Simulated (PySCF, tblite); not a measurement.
**C₃H₄BF₃NO−: geometry, infrared bands and NMR shifts**

Aim: predict the infrared bands and NMR shifts of C₃H₄BF₃NO− (`N#C[B@H-](O)CC(F)(F)F`).

The runs use tblite 0.8.0 and PySCF 2.14.0, with density-fitted response routines of our own; the level of theory stands in each step. All values are computed, except where a source is named. Atoms count from 0, in the outputs and in this text.

## Step 1: The molecule as given

13 atoms, charge -1, multiplicity 1; geometry from: force field or distance geometry start.

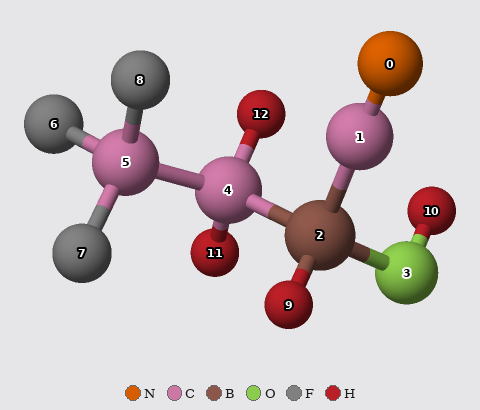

As it starts; nitrogen orange, carbon pink, boron brown, oxygen green, fluorine grey, hydrogen red, atoms numbered.

## Step 2: Relaxing the molecule with GFN2-xTB

What the job is given:

```
{"job": {"kind": "relax", "xc": "GFN2-xTB", "basis": "xTB"}, "charge": -1, "multiplicity": 1}
N      1.225400     2.152800     1.397100
C      1.072900     1.077700     1.000800
B      0.885800    -0.368900     0.486000
O      2.099500    -0.798300    -0.205300
C     -0.239400    -0.277600    -0.647200
C     -1.613700    -0.040400    -0.105200
F     -2.486100     0.022400    -1.177900
F     -1.991300    -1.092400     0.704800
F     -1.699900     1.175800     0.554400
H      0.596300    -1.105600     1.367200
H      2.312100    -0.121400    -0.879200
H     -0.193500    -1.225900    -1.229800
H      0.027500     0.602300    -1.283400
```

The run is started by

```console
$ OMP_NUM_THREADS=1 python probes_run.py task.json out
```

This one command runs all jobs of the session in turn.

**Question.** This job is followed by: GFN2-xTB harmonic vibrations, gas phase; GIAO PBE0/pcSseg-1 NMR shielding, non-relativistic, gas phase. Predict these results of the whole session: strongest single infrared mode (GFN2-xTB); zero-point energy (GFN2-xTB); 13C shifts against TMS (PBE0/pcSseg-1); 1H shifts against TMS (PBE0/pcSseg-1); 15N shifts against NH3 (PBE0/pcSseg-1); 11B shifts against BF3·OEt2 (PBE0/pcSseg-1); 17O shifts against H2O (PBE0/pcSseg-1); 19F shifts against CFCl3 (PBE0/pcSseg-1, means over atoms taken as alike).

**Answer**, as computed:

| quantity | value |
| --- | --- |
| strongest single infrared mode (GFN2-xTB) | 901 cm⁻¹, 359 km/mol |
| zero-point energy (GFN2-xTB) | 46.7 kcal/mol |
| 13C shifts against TMS (PBE0/pcSseg-1) | 146.4, 143.2, 36.4 ppm |
| 1H shifts against TMS (PBE0/pcSseg-1) | 2.63, 1.02, 0.94, -1.98 ppm |
| 15N shifts against NH3 (PBE0/pcSseg-1) | 308.6 ppm |
| 11B shifts against BF3·OEt2 (PBE0/pcSseg-1) | -20.0 ppm |
| 17O shifts against H2O (PBE0/pcSseg-1) | 27.9 ppm |
| 19F shifts against CFCl3 (PBE0/pcSseg-1, means over atoms taken as alike) | -71.1 ppm |

**Reading.** Relaxing lowered the energy by 0.481 eV in 79 steps; the close pair that moved most is B2–C4, from 1.600 to 1.701 Å. All 33 modes are real, so the xTB geometry is a minimum. The strongest single mode, at 901 cm⁻¹, moves mainly C5. Unscaled tight-binding wavenumbers are off by several per cent, some by more. Its intensities can rank the bands wrongly. At PBE0/pcSseg-1: Shielding is most anisotropic at N0 (span 475 ppm, paramagnetic term -384 ppm).
